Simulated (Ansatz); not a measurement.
ZrH2SCl3F: nudged elastic band (part 2 of 2)

ZrH2SCl3F; RKS B3LYP/def2-SVP (Ansatz 0.2.0). The run did not end well. One setting was made poor on purpose. It belongs to a series of runs on one base structure; here: band between the two ends.

Geometry of the input (Å):
```
Zr 0.0118  -0.0363  -0.1206
F  0.1941  -0.4107  1.7373
Cl 2.2757  -0.0039  -0.7619
Cl -0.6663  2.1700  -0.6523
Cl -0.8328  -1.8070  -1.4499
S  -2.8670  -0.1114  0.8024
H  -2.8405  -1.2882  1.4712
H  -2.7435  0.6147  1.9384
```

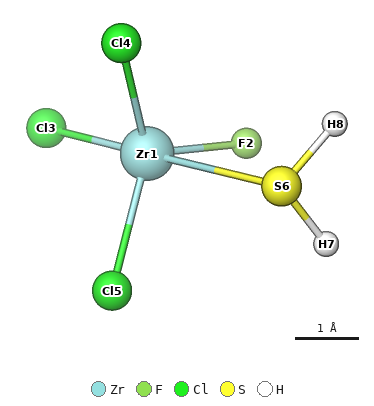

Figure 1. The starting structure (ball-and-stick view, seen at a tilt; atoms are numbered from 1 in the order of the input). Sticks mark near contacts.

```
Unfinished report: {"positions_ang":[[-0.24271180524226357,0.06299929246584843,-0.05840632202294714],[-0.18603500480147583,0.005015977301112553,2.043284242267455],[2.112991479766845,0.07258871987649207,-0.6891627895675385],[-0.9494446606630415,2.0737720438293246,-0.9340020444161593],[-0.9406439731925537,-1.961873655847883,-0.948367551787817],[-2.69523335666039,0.09497749773349584,1.151283217956259],[-3.1974702088687317,-0.9324633036701361,0.37311253465787636],[-1.3701514703383884,-0.2878175816882542,2.026856712912871]],"unchecked":["starts","cluster_reference","orbital_swaps","neighbouring_geometries","increment"],"mean_field":{"relativity":"none","state":{"energy":{"ev":-52425.76567276523,"hartree":-1926.6113530138434},"converged":true,"gradient_ev":0.000025061899104640274,"stability":{"kind":"minimum","curvature_ev":22.26897480248804},"curvature_floor_ev":0.00030000000000000003,"spin_squared":-6.394884621840902e-14},"others":[],"fillings":{"estimated":0,"unestimated":0,"tried":0,"untried":0,"excluded_magnetic_sites":0},"n_dropped_functions":0,"n_trapped_functions":0,"passes":{"evaluations":4,"products":28},"factors":{"origin":"Cholesky decomposition","count":1289,"bound_ev":0.0015241469306553463},"gradient_stop_ev":0.00009,"reference_kind":"stationary","functional":{"name":"B3LYP","citations":["Stephens, Devlin, Chabalowski & Frisch, J. Phys. Chem. 98, 11623 (1994) doi:10.1021/j100096a001","Becke, Phys. Rev. A 38, 3098 (1988) doi:10.1103/PhysRevA.38.3098","Lee, Yang & Parr, Phys. Rev. B 37, 785 (1988) doi:10.1103/PhysRevB.37.785","Vosko, Wilk & Nusair, Can. J. Phys. 58, 1200 (1980) doi:10.1139/p80-159"],"text":"name \"B3LYP\"\ncite \"Stephens, Devlin, Chabalowski & Frisch, J. Phys. Chem. 98, 11623 (1994) doi:10.1021/j100096a001\"\ncite \"Becke, Phys. Rev. A 38, 3098 (1988) doi:10.1103/PhysRevA.38.3098\"\ncite \"Lee, Yang & Parr, Phys. Rev. B 37, 785 (1988) doi:10.1103/PhysRevB.37.785\"\ncite \"Vosko, Wilk & Nusair, Can. J. Phys. 58, 1200 (1980) doi:10.1139/p80-159\"\nparameter a0 = 0.2\nparameter ax = 0.72\nparameter ac = 0.81\nexchange = (1 - a0 - ax)*slater_x + ax*b88_x + a0*exact_x\ncorrelation = (1 - ac)*vwn_rpa_c + ac*lyp_c\n","parameters":{"a0":{"value":0.2,"default":0.2},"ac":{"value":0.81,"default":0.81},"ax":{"value":0.72,"default":0.72}},"final_grid":{"core_spheres":13.0,"valence_spheres":11.0,"degree":36.0},"final_grid_parameter_source":"default","radial_points_factor":1.0,"radial_grid_error_ev":6.729326096032238e-7,"grid_sensitivity":"normal","grid_sensitivity_ratio":0.0013437628806248659},"unsmoothed_excess_ev":-0.0003491311475512804,"symmetry":{"irreps":["A"],"axes":[[0.9999021520879877,0.012003994804841472,-0.007182642865682371],[-0.012062154702960178,0.9998943645853485,-0.008109506420490072],[0.007084537651283569,0.008195351071641353,0.9999413210519305]],"occupied":[{"A":45},{"A":45}]},"held":{"pivots":1288,"left_out":0,"joined":1},"density_repulsion":{"missed_ev":0.000019081451982597134,"excess_ev":1.9850169838541574e-8,"most_excess_ev":0.000243,"are_drawn_again":false,"n_first_factors":1289,"energy_change_ev":0.0,"n_dropped_ends":0}},"factors":{"origin":"Cholesky decomposition","count":1289,"bound_ev":0.0015241469306553463},"n_frozen":0,"n_occupied":[45,45],"n_virtual":[82,82],"reference":{"ev":-52425.76567276523,"hartree":-1926.6113530138434},"total":{"ev":-52425.76567276523,"hartree":-1926.6113530138434},"forces_ev_per_angstrom":[[0.9074283281682999,0.1915737841482116,0.5507434830156891],[0.9223445564269348,-0.16292921064758623,-0.29009778224465316],[-0.8402373037400147,-0.00884752270336382,0.42461413394229364],[0.059952918061576495,0.5289183095754768,-0.544379870811319],[-0.007665236548416356,-0.43224336227448623,-0.48229503048115513],[-0.2471402919232363,-0.3158578698065978,0.05164119531742604],[0.44540846460658456,0.21307673196016752,0.832746348983569],[-1.2400914350447316,-0.01369086023475971,-0.542972477718311]],"charge_distribution":{"dipole_moment_e_ang":[-0.2728040543282099,-0.19117701752158128,0.13578493147591605],"mulliken_charges_e":[0.7944255607850117,-0.32629717472322106,-0.23616858772218663,-0.16057453565317203,-0.1910416374068653,-0.287600996642702,0.11785966974405493,0.2893977016190332],"lowdin_charges_e":[-1.3744428429591267,0.0662613027886998,0.269339401690722,0.37147994506116433,0.3488381245342964,0.27937467923861803,0.02263656874733977,0.016512820898161973]},"n_threads":4,"memory_gib":4.261363637633622,"seconds":{"hamiltonian":1.450072744,"orbitals":0.0,"second_order":0.0,"solver_start":0.0,"cycles":0.0,"cycle":0.0,"perturbative":0.0,"full_ci_increment":0.0,"forces":0.0}}
this run last wrote the band of iteration 3 to [file]
Error: NEB band did not converge after 3 iterations: max|band force component| = 2.66e0 eV/Å (threshold 5.0e-2); raise `neb.max_iterations` in a new run, which can start from the last band evaluated (`neb.initial_path`, with `crystal.atoms` and `neb.final_atoms` set to its first and last images), add images, or start from endpoints closer to local minima. Where this run's directory can be resumed (`checkpoint.write`), a resume goes on for up to `neb.max_iterations` more; to start a new run from the last band, take its images' positions from the `neb_iteration` event of iteration 3 (`data.images[].positions_ang`), in the event stream of the run that computed that iteration (not this run's, if it was resumed behind it). With `checkpoint.write`, `steps/00-neb/state/checkpoint.json` in the run directory holds the last saved band, under `neb.evaluated.images[].positions_ang` (a band under a hybrid functional on support functions is neither saved nor resumed: `neb.initial_path` says where its path is): check the last entry of `neb.iterations` there, which is earlier than 3 if that iteration was not saved or its write failed. If the band's step has no `state` directory and holds `state.next`, a write was cut short, and the file is under `state.next` instead (behind a loss of power it can be under `state.prev`)
this run wrote the band of iteration 3 to [file] as well, whether or not its events were kept: a new run's `neb.initial_path` can list its `images[].positions_ang`
a run's events are kept only if it was started with --events-out <file>, and are in that file
```

### The last band as extended XYZ (Å, eV, eV/Å)
```
8
Properties=species:S:1:pos:R:3:forces:R:3 image=0 energy=-52427.31967
Zr    0.0118   -0.0363   -0.1206   -0.0003   0.0016  -0.0053
F     0.1941   -0.4107    1.7373   -0.0001  -0.0035   0.0058
Cl    2.2757   -0.0039   -0.7619   -0.0004  -0.0005  -0.0001
Cl   -0.6663    2.1700   -0.6523   -0.0026   0.0001   0.0017
Cl   -0.8328   -1.8070   -1.4499    0.0006  -0.0004  -0.0003
S    -2.8670   -0.1114    0.8024    0.0005  -0.0012  -0.0035
H    -2.8405   -1.2882    1.4712    0.0015  -0.0052  -0.0001
H    -2.7435    0.6147    1.9384    0.0008   0.0091   0.0019
8
Properties=species:S:1:pos:R:3:forces:R:3 image=1 energy=-52427.22433
Zr   -0.0616    0.0171   -0.1002   -0.0888  -0.1316  -0.4596
F     0.0981   -0.2776    1.7545    0.1319  -0.0350   0.7023
Cl    2.1833    0.0116   -0.7076    0.5139  -0.0517  -0.1246
Cl   -0.6368    2.1904   -0.7873   -0.1813   0.2910  -0.0427
Cl   -0.8904   -1.8504   -1.2786   -0.0364  -0.2062  -0.2339
S    -2.8177   -0.0220    0.8443   -0.2071   1.2297  -0.3206
H    -2.9349   -1.2908    1.1637   -0.0266  -1.0926   0.3213
H    -2.4087    0.3489    2.0758   -0.1055  -0.0034   0.1578
8
Properties=species:S:1:pos:R:3:forces:R:3 image=2 energy=-52427.11505
Zr   -0.0421    0.0334   -0.0889    0.0339   0.0390  -0.5256
F     0.1046   -0.1286    1.7876    0.1166  -0.0377   0.6576
Cl    2.2122    0.0239   -0.7226    0.1989  -0.0130  -0.0284
Cl   -0.7198    2.1490   -0.8398   -0.0645   0.2851  -0.1178
Cl   -0.8439   -1.8898   -1.1733   -0.0922  -0.2799  -0.2031
S    -2.8792    0.0746    0.9806    0.4651   2.6376  -0.0822
H    -3.1833   -1.1651    0.9233   -0.3737  -2.3591   0.1386
H    -2.1173    0.0297    2.0977   -0.2842  -0.2720   0.1609
8
Properties=species:S:1:pos:R:3:forces:R:3 image=3 energy=-52426.79838
Zr   -0.1424    0.0667   -0.0492    0.8823  -0.0664  -0.1365
F    -0.0797   -0.0505    1.8761    0.9016   0.0059   0.3746
Cl    2.1474    0.0451   -0.6891   -0.2038  -0.0012   0.1693
Cl   -0.8081    2.1043   -0.9018   -0.1460   0.7603  -0.4087
Cl   -0.8805   -1.8969   -1.0513   -0.2058  -0.5520  -0.3795
S    -2.7805    0.1243    1.0969    0.2609   1.2192   0.7445
H    -3.1803   -1.0622    0.6926   -0.0843  -1.1315   0.0101
H    -1.7445   -0.2036    1.9906   -1.4049  -0.2342  -0.3738
8
Properties=species:S:1:pos:R:3:forces:R:3 image=4 energy=-52425.76532
Zr   -0.2427    0.0630   -0.0584    0.9074   0.1916   0.5507
F    -0.1860    0.0050    2.0433    0.9223  -0.1629  -0.2901
Cl    2.1130    0.0726   -0.6892   -0.8402  -0.0088   0.4246
Cl   -0.9494    2.0738   -0.9340    0.0600   0.5289  -0.5444
Cl   -0.9406   -1.9619   -0.9484   -0.0077  -0.4322  -0.4823
S    -2.6952    0.0950    1.1513   -0.2471  -0.3159   0.0516
H    -3.1975   -0.9325    0.3731    0.4454   0.2131   0.8327
H    -1.3702   -0.2878    2.0269   -1.2401  -0.0137  -0.5430
8
Properties=species:S:1:pos:R:3:forces:R:3 image=5 energy=-52426.07554
Zr   -0.3340    0.0687   -0.1300    0.1736  -0.2624  -0.0142
F    -0.2208    0.1267    1.9889    0.7908  -0.0518   0.1073
Cl    2.0244   -0.1009   -0.3528   -0.1571   0.0429   0.1687
Cl   -0.8548    2.1361   -0.9993    0.0239   0.4513  -0.3680
Cl   -0.9722   -1.8255   -1.3613   -0.0009  -0.0001  -0.1450
S    -2.7410    0.0057    1.1020    0.1381   0.9104   0.3988
H    -3.0340   -1.2184    0.7011   -0.0800  -0.9278  -0.0036
H    -1.3363   -0.0652    2.0160   -0.8884  -0.1625  -0.1440
8
Properties=species:S:1:pos:R:3:forces:R:3 image=6 energy=-52426.10618
Zr   -0.4580    0.1064   -0.2125    0.4000  -0.5387  -0.3333
F    -0.2444    0.2765    1.9848   -0.0249   0.3245   0.1133
Cl    1.8736   -0.2858    0.0113   -0.1522  -0.0100  -0.0986
Cl   -0.7129    2.2231   -1.1303   -0.0483   0.1604  -0.0726
Cl   -1.0471   -1.6111   -1.7150    0.1387   0.1587  -0.0102
S    -2.7245   -0.2238    1.0261   -0.2665   1.7465   0.1417
H    -2.8750   -1.5182    0.9622    0.0502  -1.4102   0.0164
H    -1.2803    0.1600    2.0380   -0.0970  -0.4312   0.2433
8
Properties=species:S:1:pos:R:3:forces:R:3 image=7 energy=-52426.17606
Zr   -0.5595    0.0597   -0.2520    0.4211  -0.2581  -0.1973
F    -0.3370    0.6427    1.9853   -0.2006   0.4132   0.0898
Cl    1.6690   -0.6291    0.2358   -0.3030   0.0359  -0.1741
Cl   -0.6581    2.2240   -1.1428   -0.0112  -0.0910   0.1074
Cl   -1.0268   -1.4211   -2.0306    0.0168   0.1739   0.2068
S    -2.7004   -0.4274    1.0882   -0.3496   0.6993  -0.2779
H    -2.5666   -1.7435    0.9345    0.1098  -0.6394   0.1067
H    -1.2893    0.4220    2.1462    0.3166  -0.3339   0.1385
8
Properties=species:S:1:pos:R:3:forces:R:3 image=8 energy=-52426.31089
Zr   -0.5856    0.0197   -0.3024    0.0051  -0.0111   0.0041
F    -0.5435    1.0510    1.8733   -0.0216  -0.0112   0.0236
Cl    1.4256   -0.9654    0.4109    0.0083  -0.0017  -0.0041
Cl   -0.5241    2.2300   -1.0853    0.0000   0.0050  -0.0117
Cl   -0.9988   -1.2122   -2.2517   -0.0008   0.0047  -0.0020
S    -2.6619   -0.6348    1.0067   -0.0161  -0.0050   0.0027
H    -2.2432   -1.9116    1.1933    0.0018   0.0004  -0.0018
H    -1.3373    0.5505    2.1198    0.0233   0.0189  -0.0109
```

### What the run reported

```tsv
quantity	value
outcome	not converged
barrier, forward (band not converged)	1.554 eV
barrier, backward	0.546 eV
wall time	34 s (CPU time 2.1 min)
peak memory	0.4 GiB
```

### What went wrong

The run did not converge: “NEB band did not converge after 3 iterations: max|band force component| = 2.66e0 eV/Å (threshold 5.0e-2); raise `neb.max_iterations` in a new run, which can start from the last band evaluated (`neb.initial_path`, with `crystal.atoms` and `neb.final_atoms` set to its first and last images), add images, or start from endpoints closer to local minima …” Its last values are not results. A deliberately poor setting: few iterations.
